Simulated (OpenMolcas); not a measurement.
**doublet [InNH2F2]+: levels of theory compared**

We compute a comparison of 6 runs (UHF/3-21G, UHF/def2-SVPD, U-revPBE/def2-SVPD, UBHLYP/def2-SVPD, USVWN5/def2-SVPD, UTPSS/def2-SVPD) of doublet [InNH2F2]+. 

The results are computed with OpenMolcas 26.06.

### Step 1. Starting point

[InNH2F2]+ has 6 atoms, charge +1, and is taken as a doublet. As SMILES of the parent species, `[NH2][In]([F])[F]`. The coordinates come from a PBE0-D4/def2-TZVP relaxation. That shape belongs to the parent species and isn't relaxed for this state.

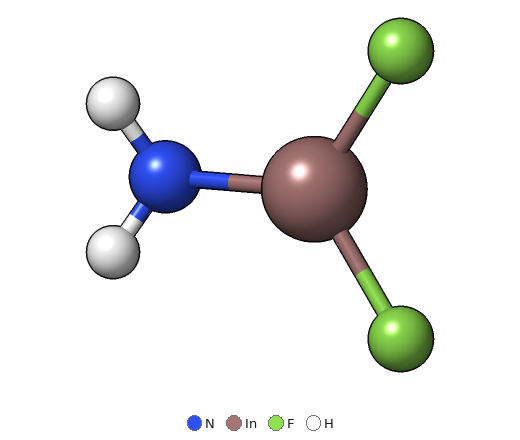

The structure, seen from a chosen angle (nitrogen blue, indium brown, fluorine green, hydrogen white).

### Step 2. A single-point energy at UHF/3-21G (run 1)

Input file mol.xyz:

```xyz
6

N     -0.259900     1.155100    -0.280600
In     0.271400    -0.745700     0.029100
F      1.862900    -1.284900     0.989000
F     -0.617400    -2.265700    -0.773500
H      0.031700     1.791300     0.449400
H     -1.246600     1.285900    -0.459500
```

Input file test.inp:

```
&GATEWAY
 BASLIB
 $CurrDir
 COORD
 mol.xyz
 BASIS
 3-21G
 GROUP
 NoSym

&SEWARD

&SCF
 UHF
 CHARGE
 1
 SPIN
 2
 THRESHOLDS
 1e-10 1e-07 1e-07 1e-05
 PRORBITALS
 1 2
```

The basis set 3-21G is read from a file made from the Basis Set Exchange's data (not shown).

Launch:

```console
$ export MOLCAS_MEM=1860
$ pymolcas test.inp > test.log
```

Standard output:

```text
--- Start Module: gateway ---
[...]
--- Stop Module: gateway /rc=_RC_ALL_IS_WELL_ ---
--- Start Module: seward ---
[...]
      Basis functions           62
--- Stop Module: seward /rc=_RC_ALL_IS_WELL_ ---
[...]
--- Start Module: scf ---
[...]
       Convergence after  23 Iterations
[...]
::    Total SCF energy                              -5967.6043858980
[...]
      Total spin, S                                     0.5036907191
[...]
      Total electronic charge=   75.000000
      Total            charge=    1.000000
[...]
      Dipole Moment (debye):
      Origin of the operator (angstrom)=    0.2959   -0.7925    0.0207
                   X= -4.1674E+00               Y=  1.0390E+01               Z=  8.1834E-02           Total=  1.1194E+01
      Center of Charge (angstrom)
[...]
--- Stop Module: scf /rc=_RC_ALL_IS_WELL_ ---
[...]
```

Run time: 5.7 s. Hardware: 1 thread of Intel Xeon Platinum 8259CL at 2.50GHz (Skylake/Cascade Lake), shared host; peak memory 0.4 GiB.

### Step 3. A single-point energy at UHF/def2-SVPD (core potential) (run 2)

mol.xyz is that of step 2.

Input file mol.input:

```
* F2H2InN Hartree-Fock
>>> EXPORT MOLCAS_PRINT=2

&GATEWAY
  BasLib=$CurrDir
  Coord=mol.xyz
  Basis=def2-SVPD
  Group=NoSym

&SEWARD

&SCF
  UHF
  Charge=1
  Spin=2
  Thresholds=1e-10 1e-07 1e-07 1e-05
  PrOrbitals=0
```

The basis set def2-SVPD is read from a file made from the Basis Set Exchange's data (not shown).

Launch:

```console
$ export MOLCAS_MEM=1860
$ pymolcas mol.input > mol.log
```

Standard output:

```text
--- Start Module: gateway ---
[...]
--- Stop Module: gateway /rc=_RC_ALL_IS_WELL_ ---
--- Start Module: seward ---
[...]
      Basis functions          114
--- Stop Module: seward /rc=_RC_ALL_IS_WELL_ ---
[...]
--- Start Module: scf ---
[...]
       Convergence after  25 Iterations
[...]
::    Total SCF energy                               -443.2214959444
[...]
      Total spin, S                                     0.5046557361
[...]
      Total electronic charge=   47.000000
      Total            charge=    1.000000
[...]
      Dipole Moment (debye):
      Origin of the operator (angstrom)=    0.2959   -0.7925    0.0207
                   X= -4.0650E+00               Y=  1.0622E+01               Z= -1.9170E-01           Total=  1.1375E+01
      Center of Charge (angstrom)
[...]
--- Stop Module: scf /rc=_RC_ALL_IS_WELL_ ---
[...]
```

Wall time 32 s (1 thread of Intel Xeon Platinum 8259CL at 2.50GHz (Skylake/Cascade Lake), shared host); peak memory 0.69 GiB.

Runs 3 to 5 aren't shown in full; the table further down has their settings and results.

### Step 4. A single-point energy at UTPSS/def2-SVPD (core potential) (run 6)

Input file test.inp:

```
&GATEWAY
BasLib=$CurrDir
Coord
6
angstrom
N       -0.259900       1.155100      -0.280600
In       0.271400      -0.745700       0.029100
F        1.862900      -1.284900       0.989000
F       -0.617400      -2.265700      -0.773500
H        0.031700       1.791300       0.449400
H       -1.246600       1.285900      -0.459500
Basis=def2-SVPD
Group=NoSym
&SEWARD
GridInput
Grid=UltraFine
End of Grid
&SCF
UHF
Charge=1
Spin=2
KSDFT=2
1.0 MGGA_X_TPSS
1.0 MGGA_C_TPSS
Thresholds=1e-10 1e-07 1e-07 1e-05
PrOrbitals=1 2
```

The basis set def2-SVPD is read from a file made from the Basis Set Exchange's data (not shown).

Launch:

```console
$ export MOLCAS_MEM=1860
$ pymolcas test.inp > test.log
```

Standard output:

```text
--- Start Module: gateway ---
[...]
--- Stop Module: gateway /rc=_RC_ALL_IS_WELL_ ---
--- Start Module: seward ---
[...]
      Basis functions          114
--- Stop Module: seward /rc=_RC_ALL_IS_WELL_ ---
[...]
--- Start Module: scf ---
[...]
       Convergence after  29 Iterations
[...]
::    Total KS-DFT energy                            -445.2070466900
[...]
      Total spin, S                                     0.5034843544
[...]
      Total electronic charge=   47.000000
      Total            charge=    1.000000
[...]
      Dipole Moment (debye):
      Origin of the operator (angstrom)=    0.2959   -0.7925    0.0207
                   X= -3.0550E+00               Y=  7.7540E+00               Z= -1.6095E-02           Total=  8.3341E+00
      Center of Charge (angstrom)
[...]
--- Stop Module: scf /rc=_RC_ALL_IS_WELL_ ---
[...]
```

It took 3.1 min on 1 thread of Intel Xeon Platinum 8259CL at 2.50GHz (Skylake/Cascade Lake), shared host; peak memory 0.69 GiB.

### Step 5. The series

| run | level | integration grid | energy (Eh) | HOMO energy (eV) | LUMO energy (eV) | ⟨S²⟩ | wall time |
| --- | --- | --- | --- | --- | --- | --- | --- |
| 1 | UHF/3-21G | – | -5967.604386 | -19.00 | -7.10 | 0.757 | 5.7 s |
| 2 | UHF/def2-SVPD (core potential) | – | -443.221496 | -20.47 | -7.92 | 0.759 | 32 s |
| 3 | U-revPBE/def2-SVPD (core potential) | UltraFine | -445.232287 | -14.25 | -13.91 | 0.756 | 3.2 min |
| 4 | UBHLYP/def2-SVPD (core potential) | UltraFine | -445.067940 | -17.53 | -11.85 | 0.755 | 1.8 min |
| 5 | USVWN5/def2-SVPD (core potential) | UltraFine | -443.221236 | -14.70 | -14.48 | 0.754 | 1.9 min |
| 6 | UTPSS/def2-SVPD (core potential) | UltraFine | -445.207047 | -14.30 | -13.82 | 0.757 | 3.1 min |

### Step 6. Summary of results

| quantity | value |
| --- | --- |
| run 6: total energy | -445.20705 Eh |
| run 6: HOMO energy (highest over α and β) | -14.30 eV |
| run 6: LUMO energy (lowest over α and β) | -13.82 eV |
| run 6: ⟨S²⟩ | 0.757 |

**Reading.** Totals of different functionals can't be ranked against each other. Some runs of one species differ in core potentials or relativity; totals across that change don't compare. In run 1 relativity is left out where basis or elements ask for it. All runs together took 11 min, the longest 3.2 min.
